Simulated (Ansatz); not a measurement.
**C3H8Si: density, localisation and related maps**

The calculation's input:

```
crystal:
  periodic: [false, false, false]
  atoms:
    - { symbol: C, position_ang: [-0.1116, 0.7943, -1.0168] }
    - { symbol: C, position_ang: [-0.0365, -0.4979, -0.2828] }
    - { symbol: C, position_ang: [0.873, -0.3241, 0.9061] }
    - { symbol: Si, position_ang: [-1.6365, -1.2368, 0.1824] }
    - { symbol: H, position_ang: [-0.7691, 0.7264, -1.95] }
    - { symbol: H, position_ang: [-0.6219, 1.626, -0.4021] }
    - { symbol: H, position_ang: [0.852, 1.2071, -1.3345] }
    - { symbol: H, position_ang: [0.4765, -1.1941, -0.9741] }
    - { symbol: H, position_ang: [1.07722, -1.26622, 1.49874] }
    - { symbol: H, position_ang: [1.88377, 0.07772, 0.6395] }
    - { symbol: H, position_ang: [0.46999, 0.39675, 1.64167] }
    - { symbol: H, position_ang: [-2.3999, -0.3268, 1.1359] }
basis:
  gaussian: { orbitals: def2-SVP }
hamiltonian:
  xc: pbe
  dispersion: d4
relax:
  f_tol: 0.015
  max_steps: 40
output:
  orbitals: {}
```

Command:

```sh
ansatz run input.yaml --threads 2 --pin off --max-ram 3072MiB --backend cpu --events-out ev --progress --plain --runs-dir out
```

The fields are those of the relaxed geometry.

Computed with RKS PBE-D4/def2-SVP (Ansatz 0.2.0).

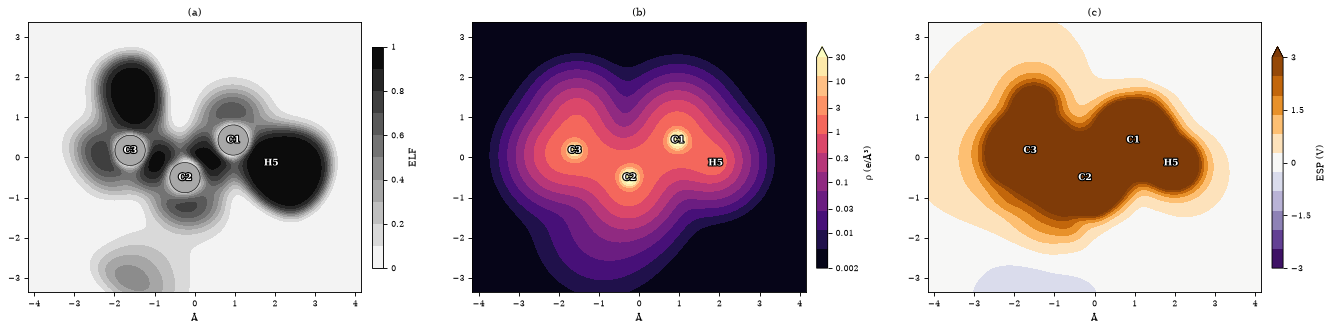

Figure 1. (a) ELF; (b) total electron density; (c) molecular electrostatic potential on the plane of atoms C2, C1 and H5. Grey discs cover the atomic cores in the ELF map.

Question: Interpret the plot.

Answer:
- The plane passes through C and H nuclei.
- C–C (1.52 Å): ρ at the midpoint is about 1.6 e/Å³; the ELF peaks at about 0.95 between the atoms (localised, covalent bonding).
- C–H (1.11 Å): the density is about 1.9 e/Å³ at the midpoint; the ELF climbs to about 1 towards the hydrogen, as it does in any bond to H (an ordinary covalent bond to hydrogen).
- Outside the dense part of the molecule the potential is most negative (−0.5 V) near Si4, which lies off the plane.

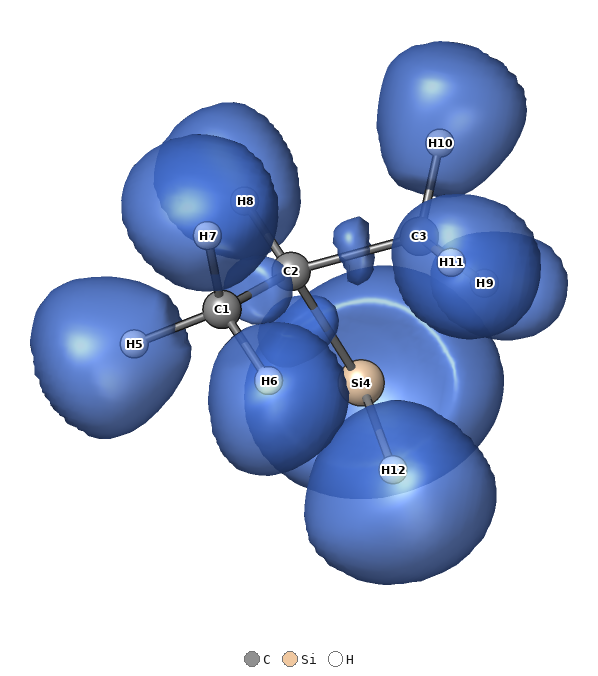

Figure 2. Isosurface of the ELF at 0.85 (blue), seen at a tilt. Core shells and regions of very low density are left out.

Question: Identify the bonds, lone pairs and shells in this picture.

Answer: The surface consists of two regions between bonded C–C atoms (shared pairs), one region between bonded C–Si atoms (shared pairs), eight regions around hydrogen nuclei and one lobe on Si, pointing away from the bonds (lone pairs). Profiles from the grid: C–Si (1.94 Å): the ELF peaks at about 0.95 between the atoms (localised, covalent bonding).

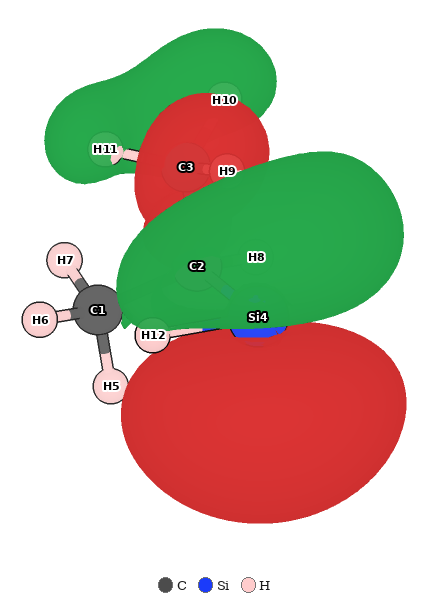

Figure 3. The LUMO at ±0.06 Å⁻³ᐟ² (green and red are the two phases), seen at an oblique angle.

Question: Describe this orbital and give its energy.

Answer: Its weight (Hirshfeld) is mainly on Si4 (about 70 %) and C3 (about 10 %). Its energy is −2.12 eV.
